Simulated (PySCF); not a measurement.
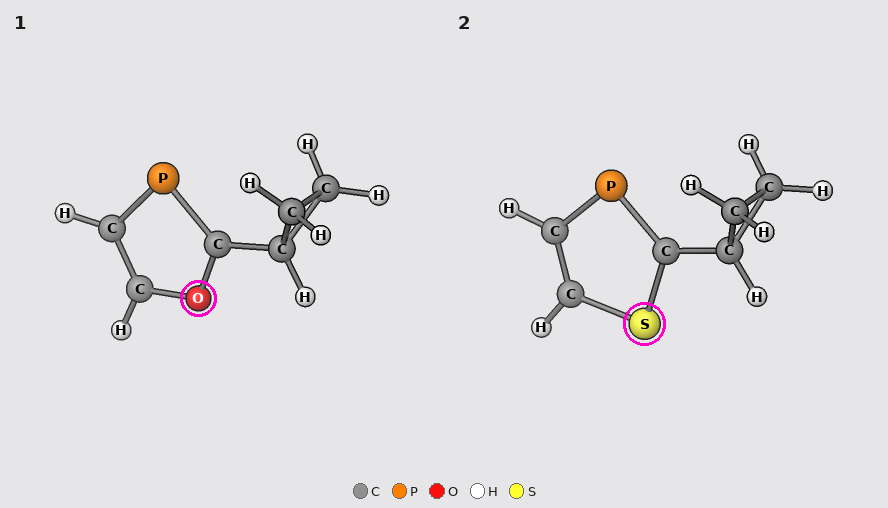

2 molecules with one skeleton, seen from the same side and at one scale; the atom that differs is circled. Charge 0, singlet. Computed geometries: GFN2-xTB optimisations, one conformation each. Properties computed with PySCF 2.14.0.

One atom differs, called X below: O in panel 1, S in panel 2. Their formulas are C6H7OP (`c1cpc(C2CC2)o1`), C6H7PS (`c1csc(C2CC2)p1`).

### In which is the dipole moment larger (PBE0/pcSseg-1)?

In panel 1 (X = O).

### In which is the Hirshfeld charge of X higher (PBE0/pcSseg-1)?

In panel 2 (X = S).

Give the values. With GFN2-xTB: mean length of X–C (Å), angle C–X–C (°). With PBE0/pcSseg-1: dipole moment (D), HOMO energy (Kohn–Sham orbital) (eV), HOMO–LUMO gap (eV), Hirshfeld charge of X (e), mean GIAO shielding of the 2 C atoms bonded to X (ppm).

```json
{"quantity": "mean length of X–C (Å)", "1 (O)": "1.340", "2 (S)": "1.723", "2 − 1": "+0.383"}
{"quantity": "angle C–X–C (°)", "1 (O)": "111.4", "2 (S)": "95.2", "2 − 1": "−16.2"}
{"quantity": "dipole moment (D)", "1 (O)": "1.16", "2 (S)": "1.09", "2 − 1": "−0.07"}
{"quantity": "HOMO energy (Kohn–Sham orbital) (eV)", "1 (O)": "−6.26", "2 (S)": "−6.41", "2 − 1": "−0.15"}
{"quantity": "HOMO–LUMO gap (eV)", "1 (O)": "5.59", "2 (S)": "5.22", "2 − 1": "−0.37"}
{"quantity": "Hirshfeld charge of X (e)", "1 (O)": "−0.05", "2 (S)": "0.12", "2 − 1": "+0.17"}
{"quantity": "mean GIAO shielding of the 2 C atoms bonded to X (ppm)", "1 (O)": "1.9", "2 (S)": "12.2", "2 − 1": "+10.3"}
```

The geometry is semi-empirical. Around P such bond lengths and angles can be off by a tenth of an ångström or more and by several degrees, and values that hang on the shape move with them.
